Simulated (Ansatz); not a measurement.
CH₂BGa (SMILES C=[B][Ga])

```xyz
5

C    -0.7663    1.4222   -0.9103
B    -2.0604    1.9293   -0.8254
Ga   -4.1262    2.7402   -0.6955
H    -0.2752    0.9157   -0.0819
H    -0.1628    1.5004   -1.8124
```

Geometry: PBE0-D4/def2-TZVP.

Theory: isolated molecule in a Gaussian basis; Kohn-Sham density functional theory, functional PBE0 in Ansatz 0.2.0.

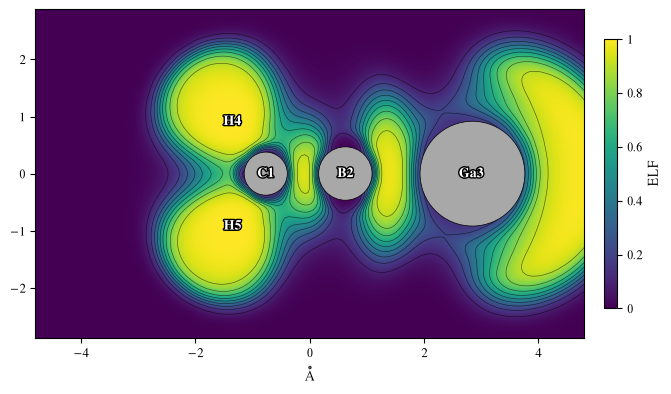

Figure 1. ELF on the molecular plane. Grey discs cover the atomic cores.

> What do the fields say about this system?

- The section cuts through C, B, Ga and H sites.
- C–B (1.39 Å): the ELF peaks at about 0.95 between the atoms: a covalent bond.
- Ga–B (2.22 Å): the ELF peaks at about 1 in the valence shell of B, 0.8 Å from its nucleus, and is about 0.70 at the midpoint.
- C–H (1.09 Å): the ELF climbs to about 1 towards the hydrogen, as it does in any bond to H; an ordinary covalent bond to hydrogen.

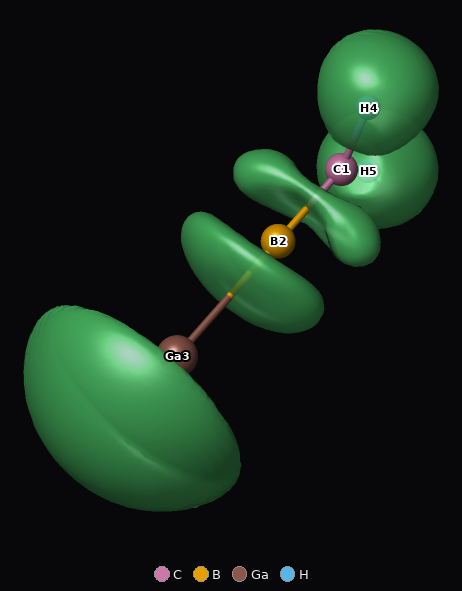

Figure 2. Isosurface of the electron localisation function at 0.85 (green), seen at an oblique angle. Only the valence region is drawn (cores and ρ < 0.01 e/Å³ removed).

> Identify the bonds, lone pairs and shells in this picture.

At this value the surface marks out one region between bonded B–C atoms (shared pairs), two regions around hydrogen nuclei, one lobe of the valence shell of B pointing towards Ga (polar bonds) and one lobe on Ga, pointing away from the bonds (lone pairs).

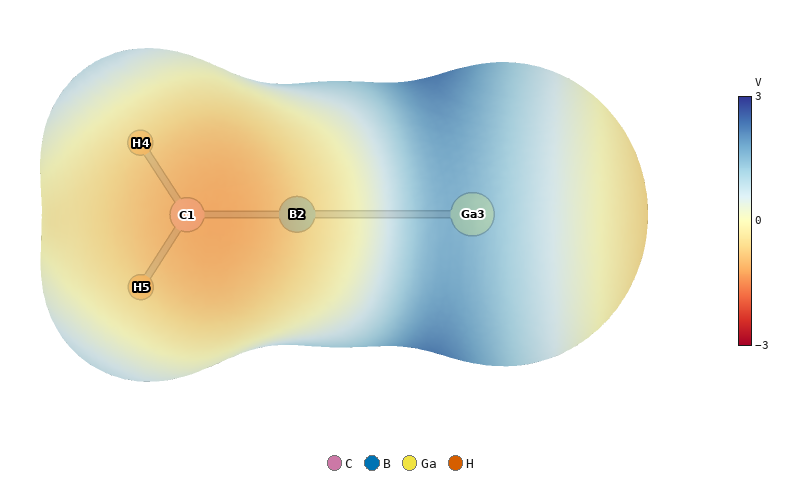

Figure 3. The molecular electrostatic potential painted on the density surface at 0.002 e/bohr³, seen across its widest extent; the colour scale runs from red (negative) to blue (positive).

> Where is the surface potential most negative and most positive?

The most negative region (about −1.2 V) lies over the π face of C1, the most positive (about +2.2 V) over Ga3.

> How polar is the molecule by this calculation?

Its dipole moment is 0.61 D.
